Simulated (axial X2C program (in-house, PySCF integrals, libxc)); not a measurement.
# A two-component session on TeBr: properties at the nuclei

Wanted for TeBr: properties at the nuclei, at the two-component level.

Method: two-component X2C with atomic mean-field terms, Te dyall-acv3z, Br dyall-acv3z; program: an in-house X2C program for linear molecules on PySCF integrals.

All values are calculated.

## 1. Input

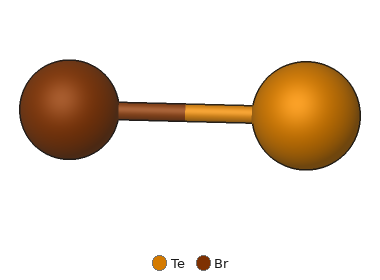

The two atoms at 2.500 Å (tellurium orange, bromine brown).

Contents of task.json:

```json
{"zs": [52, 35], "q": 0, "bas": ["dyall-acv3z", "dyall-acv3z"], "r0": 2.5, "levels": ["PBE0", "HF", "B3LYP"], "nst": 1, "ff": 1, "thr": -2.0, "nmax": 130, "opt": {"ecut": 60}}
```

Keys: zs atomic numbers; q charge; bas basis sets; r0 starting distance in Å; levels methods (HF also brings MP2); nst determinants followed; ff finite-field run; thr threshold in hartree for freezing inner shells (an s shell follows its p shell); nmax most natural virtual spinors; ecut virtual cutoff in hartree.

Launch:

```
$ python soeom.py task.json out
```

After this run come: Expectation values, lowest determinant; Finite-field coupled cluster.

What does the calculation give? Wanted: lowest determinant; Eeff magnitude; Ws magnitude Te; A∥/gI Te; qzz Te (for each run or level that gives them).

**Answer**, as computed:

```
                       quantity                                    value
             lowest determinant  Ω = 3/2 (excess of +ω over −ω: ω = 3/2)
   Eeff magnitude (GV/cm), PBE0                                     1.65
    Ws magnitude Te (kHz), PBE0                                    0.636
           A∥/gI Te (MHz), PBE0                                      555
            qzz Te (a.u.), PBE0                                    10.16
Eeff magnitude (GV/cm), CCSD(T)                                     1.25
 Ws magnitude Te (kHz), CCSD(T)                                     0.46
        A∥/gI Te (MHz), CCSD(T)                                      584
         qzz Te (a.u.), CCSD(T)                                     9.62
```

What this shows: In the first state, the effective field runs from 1.29 to 4.76 GV/cm over the mean-field levels, so the levels don't agree on it. The expectation values come from single determinants, which for open shells can mix terms of unlike spin or miss the lowest Ω, so a determinant need not be a state. Eeff is the effective electric field on the electron dipole moment in this Ω state and Ws the scalar–pseudoscalar constant (defined with the proton number Z and per Ω); A∥ is the parallel hyperfine constant, which follows by multiplying with the nuclear g factor gI = μI/(I μN); qzz is the electric field gradient, eQq0 = 234.96 MHz × Q/barn × qzz; μ is positive if Br is the positive end. The operators were transformed with the bare-nucleus X2C matrices. Correlation of the inner shells is missing, which matters for properties at the nucleus.
